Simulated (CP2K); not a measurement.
**GFN1-xTB run of B2NH4Cl (SMILES BNBCl)**

What is the energy change on altering one bond length of B2NH4Cl at GFN1-xTB? 

The calculation is run with CP2K 2026.2.

3 further runs of the same task are left out: 3 set aside as unsound or not needed.

**1. The system as given**

The species is B2NH4Cl (8 atoms), meant as a singlet with charge 0. As SMILES, `BNBCl`. The coordinates come from a GFN2-xTB relaxation. This is one conformer, not always the lowest.

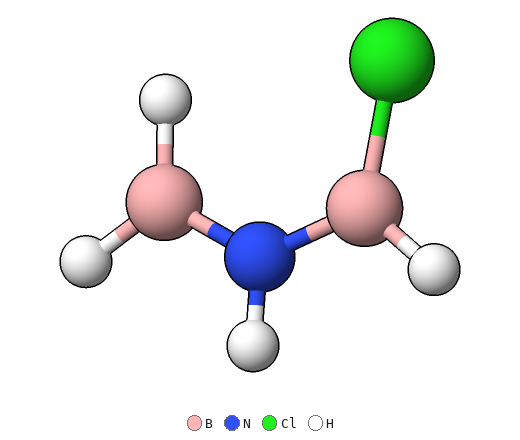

The structure, seen from a chosen angle (boron pink, nitrogen blue, chlorine green, hydrogen white).

**2. Energy and forces at GFN1-xTB**

Input file molecule.pdb:

```
HETATM    1 B    MOL A   1       0.120   1.186  -0.529  1.00  0.00           B
HETATM    2 N    MOL A   1      -0.027   0.190   0.463  1.00  0.00           N
HETATM    3 B    MOL A   1      -0.108  -1.220   0.351  1.00  0.00           B
HETATM    4 Cl   MOL A   1      -0.030  -1.984  -1.167  1.00  0.00          CL
HETATM    5 H    MOL A   1       0.193   0.874  -1.651  1.00  0.00           H
HETATM    6 H    MOL A   1       0.165   2.306  -0.192  1.00  0.00           H
HETATM    7 H    MOL A   1      -0.085   0.531   1.414  1.00  0.00           H
HETATM    8 H    MOL A   1      -0.228  -1.884   1.311  1.00  0.00           H
END
```

Input file calc.inp:

```
&GLOBAL
    PROJECT_NAME calc
    RUN_TYPE ENERGY_FORCE
    PRINT_LEVEL MEDIUM
&END GLOBAL
&FORCE_EVAL
    METHOD Quickstep
    &DFT
        CHARGE 0
        MULTIPLICITY 1
        &QS
            METHOD XTB
            EPS_DEFAULT 1.0E-10
            &XTB
                GFN_TYPE TBLITE
                &TBLITE
                    METHOD GFN1
                &END TBLITE
                CHECK_ATOMIC_CHARGES F
            &END XTB
        &END QS
        &POISSON
            PERIODIC NONE
            POISSON_SOLVER ANALYTIC
        &END POISSON
        # self-consistent field
        &SCF
            SCF_GUESS ATOMIC
            EPS_SCF 1.0E-07
            MAX_SCF 150
            ADDED_MOS 2
            &DIAGONALIZATION
                ALGORITHM STANDARD
            &END DIAGONALIZATION
            &MIXING
                METHOD DIRECT_P_MIXING
                ALPHA 0.4
            &END MIXING
        &END SCF
        # extra output
        &PRINT
            &MOMENTS
                PERIODIC F
                REFERENCE COM
                MAX_MOMENT 1
            &END MOMENTS
            &MO ON
                ENERGIES T
                OCCUPATION_NUMBERS T
                NDIGITS 6
                &EACH
                    QS_SCF 0
                &END EACH
                ADD_LAST NUMERIC
            &END MO
            &HIRSHFELD OFF
            &END HIRSHFELD
        &END PRINT
    &END DFT
    # atoms, cell and kinds
    &SUBSYS
        &CELL
            ABC [angstrom] 12.4 16.3 15.1
            PERIODIC NONE
        &END CELL
        &TOPOLOGY
            COORD_FILE_NAME molecule.pdb
            COORD_FILE_FORMAT PDB
            CONN_FILE_FORMAT OFF
            &CENTER_COORDINATES
            &END CENTER_COORDINATES
        &END TOPOLOGY
    &END SUBSYS
    # extra output
    &PRINT
        &FORCES ON
        &END FORCES
    &END PRINT
&END FORCE_EVAL
```

Started as:

```console
OMP_NUM_THREADS=1 cp2k.psmp -i calc.inp -o calc.out
```

Log:

```text
CP2K| version string:                                       CP2K version 2026.2
[...]
 GLOBAL| Method name                                                        CP2K
[...]
 GLOBAL| Run type                                                   ENERGY_FORCE
[...]
                             - Atoms:                                          8
[...]
                             - Spherical basis functions:                     29
[...]
 Number of electrons:                                                         22
[...]
  *** SCF run converged in    12 steps ***
[...]
  Fermi energy:                                                -0.30239767906530
[...]
 TB_DIPOLE| Moment [Debye]         -0.09373809       0.68289983       1.62288905
 TB_DIPOLE| Derivative [a.u.]       0.00000000       0.00000000       0.00000000
[...]
 ENERGY| Total FORCE_EVAL ( QS ) energy [hartree]            -12.454905847574302
 FORCES| Atomic forces [hartree/bohr]
 FORCES|   Atom     x               y               z               |f|
 FORCES|      1 -1.42418466E-04 -1.78681909E-03  3.82803756E-04   1.83290594E-03
 FORCES|      2 -4.09680702E-04  6.90513586E-03  9.18309119E-03   1.14968649E-02
 FORCES|      3 -8.73534822E-04  4.17131978E-03  1.54243408E-02   1.60022892E-02
 FORCES|      4  1.29658748E-03 -1.17403936E-02 -2.49760312E-02   2.76282485E-02
 FORCES|      5  4.73247450E-04 -1.46340164E-03 -6.74687926E-03   6.91996295E-03
 FORCES|      6  2.42810313E-04  6.33770174E-03  1.85516386E-03   6.60810511E-03
 FORCES|      7  1.36777992E-04 -1.12155388E-03 -2.03379606E-03   2.32656780E-03
 FORCES|      8 -7.23789247E-04 -1.30198916E-03  6.91130693E-03   7.07002193E-03
 FORCES| Sum    -1.49619900E-17 -1.02565526E-16  1.89084859E-16
 FORCES| Total atomic force                                       2.15630777E-16
[...]
```

Wall time 0.93 s (1 thread of Intel Xeon 6975P-C (Granite Rapids), shared host); peak memory 0.19 GiB.

**3. The distorted shape**

Input file molecule.pdb:

```
HETATM    1 B    MOL A   1       0.131   1.118  -0.719  1.00  0.00           B
HETATM    2 N    MOL A   1      -0.016   0.122   0.273  1.00  0.00           N
HETATM    3 B    MOL A   1      -0.096  -1.288   0.161  1.00  0.00           B
HETATM    4 Cl   MOL A   1      -0.019  -2.052  -1.357  1.00  0.00          CL
HETATM    5 H    MOL A   1       0.205   0.806  -1.841  1.00  0.00           H
HETATM    6 H    MOL A   1       0.176   2.238  -0.382  1.00  0.00           H
HETATM    7 H    MOL A   1      -0.085   0.531   1.414  1.00  0.00           H
HETATM    8 H    MOL A   1      -0.217  -1.952   1.121  1.00  0.00           H
END
```

Input file molecule.inp:

```
&GLOBAL
  PROJECT_NAME molecule
  RUN_TYPE ENERGY_FORCE
  PRINT_LEVEL MEDIUM
&END GLOBAL

&FORCE_EVAL
  METHOD QS
  &DFT
    CHARGE 0
    MULTIPLICITY 1
    &QS
      METHOD XTB
      EPS_DEFAULT 1.0E-10
      &XTB
        GFN_TYPE TBLITE
        &TBLITE
          METHOD GFN1
        &END TBLITE
        CHECK_ATOMIC_CHARGES F
      &END XTB
    &END QS
    &POISSON
      PERIODIC NONE
      POISSON_SOLVER ANALYTIC
    &END POISSON
    &SCF
      SCF_GUESS ATOMIC
      EPS_SCF 1.0E-07
      MAX_SCF 150
      ADDED_MOS 2
      &DIAGONALIZATION
        ALGORITHM STANDARD
      &END DIAGONALIZATION
      &MIXING
        METHOD DIRECT_P_MIXING
        ALPHA 0.4
      &END MIXING
    &END SCF
    &PRINT
      &MOMENTS
        PERIODIC F
        REFERENCE COM
        MAX_MOMENT 1
      &END MOMENTS
      &MO ON
        ENERGIES T
        OCCUPATION_NUMBERS T
        NDIGITS 6
        &EACH
          QS_SCF 0
        &END EACH
        ADD_LAST NUMERIC
      &END MO
      &HIRSHFELD OFF
      &END HIRSHFELD
    &END PRINT
  &END DFT
  &SUBSYS
    &CELL
      ABC [angstrom] 12.4 16.3 15.3
      PERIODIC NONE
    &END CELL
    &TOPOLOGY
      COORD_FILE_NAME molecule.pdb
      COORD_FILE_FORMAT PDB
      CONN_FILE_FORMAT OFF
      &CENTER_COORDINATES
      &END CENTER_COORDINATES
    &END TOPOLOGY
  &END SUBSYS
  &PRINT
    &FORCES ON
    &END FORCES
  &END PRINT
&END FORCE_EVAL
```

Started as:

```console
OMP_NUM_THREADS=1 cp2k.psmp -i molecule.inp > molecule.out 2>&1
```

Log:

```text
CP2K| version string:                                       CP2K version 2026.2
[...]
 GLOBAL| Method name                                                        CP2K
[...]
 GLOBAL| Run type                                                   ENERGY_FORCE
[...]
                             - Atoms:                                          8
[...]
                             - Spherical basis functions:                     29
[...]
 Number of electrons:                                                         22
[...]
  *** SCF run converged in    12 steps ***
[...]
  Fermi energy:                                                -0.30195228528944
[...]
 TB_DIPOLE| Moment [Debye]         -0.09155119       0.69621400       1.62900801
 TB_DIPOLE| Derivative [a.u.]       0.00000000       0.00000000       0.00000000
[...]
 ENERGY| Total FORCE_EVAL ( QS ) energy [hartree]            -12.433514918098806
 FORCES| Atomic forces [hartree/bohr]
 FORCES|   Atom     x               y               z               |f|
 FORCES|      1 -3.24294596E-04 -1.70942111E-04  4.47075980E-03   4.48576430E-03
 FORCES|      2 -4.75867994E-03  3.47377778E-02  8.35413995E-02   9.06009032E-02
 FORCES|      3 -1.32548359E-03  4.87595410E-03  1.98159715E-02   2.04500504E-02
 FORCES|      4  1.37788383E-03 -1.09433101E-02 -2.50931014E-02   2.74101867E-02
 FORCES|      5  3.57755510E-04 -2.24950973E-03 -6.25863620E-03   6.66024100E-03
 FORCES|      6  2.95635951E-04  6.52007377E-03  1.11791312E-03   6.62181941E-03
 FORCES|      7  5.04224938E-03 -3.10363861E-02 -8.41791090E-02   8.98599128E-02
 FORCES|      8 -6.65066543E-04 -1.73365762E-03  6.58480267E-03   6.84160131E-03
 FORCES| Sum    -2.27682456E-18  2.25514052E-17  5.46437895E-17
 FORCES| Total atomic force                                       5.91582077E-17
[...]
```

Run time: 1 s. Hardware: 1 thread of Intel Xeon 6975P-C (Granite Rapids), shared host; peak memory 0.19 GiB.

**4. Results**

Level: GFN1-xTB.

| quantity | value |
| --- | --- |
| first shape: total energy | -12.45491 Eh |
| first shape: dipole moment (from atomic charges alone) | 1.76 D |
| first shape: HOMO energy | -12.09 eV |
| first shape: LUMO energy | -7.33 eV |
| first shape: HOMO–LUMO gap | 4.76 eV |
| first shape: largest force on an atom | 1.421 eV/Å |
| distorted shape: total energy | -12.43351 Eh |
| distorted shape: dipole moment (from atomic charges alone) | 1.77 D |
| distorted shape: HOMO energy | -12.08 eV |
| distorted shape: LUMO energy | -7.32 eV |
| distorted shape: HOMO–LUMO gap | 4.76 eV |
| distorted shape: largest force on an atom | 4.659 eV/Å |
| energy change with the N2–H7 bond stretched from 1.012 to 1.214 Å | 0.582 eV |

In words: With the N2–H7 bond stretched from 1.012 to 1.214 Å the energy rises by 0.58 eV (56.2 kJ/mol). The first shape isn't relaxed at this level, so the change isn't measured from a minimum. The largest force (first shape) is 1.42 eV/Å: the shape isn't a stationary point for this species at this level. The dipole (first shape) comes from point charges on the atoms alone, without atomic dipoles, so it is partial. The dipole (distorted shape) comes from point charges on the atoms alone, without atomic dipoles, so it is partial.
